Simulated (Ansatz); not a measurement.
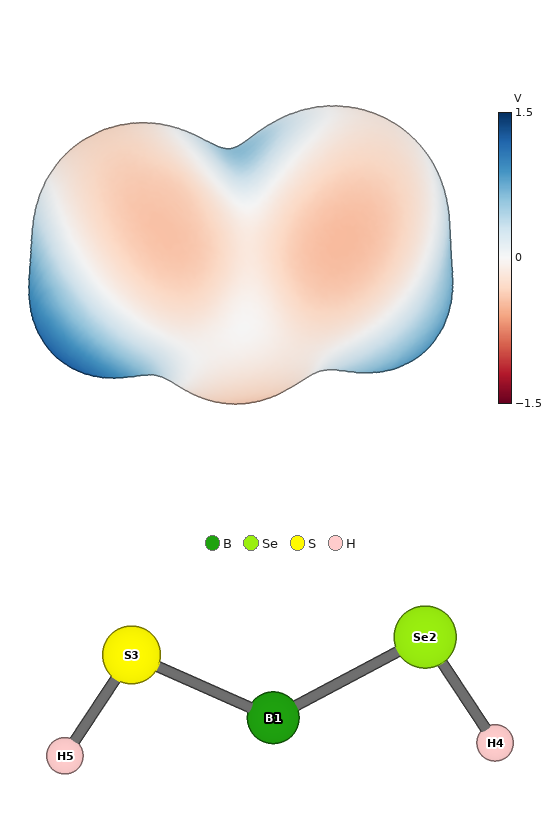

*BH₂SSe (doublet). The electrostatic potential painted on the density surface at 0.001 e/bohr³, seen at a tilt; red is negative and blue positive. The bare structure is drawn below in the same view.*

These are results of UKS PBE0-D4/def2-SVP in Ansatz 0.2.0, not measurements.

```xyz
5

B     0.2185    0.3458   -0.5803
Se   -1.3622    1.3248   -1.0023
S     1.2282    0.5275    0.8634
H    -1.6094    0.6408   -2.2834
H     2.1421   -0.4203    0.5498
```

### Describe the electrostatic potential map.

The most negative region (about −0.5 V) lies over Se2 and S3, the most positive (about +1.2 V) over H5.
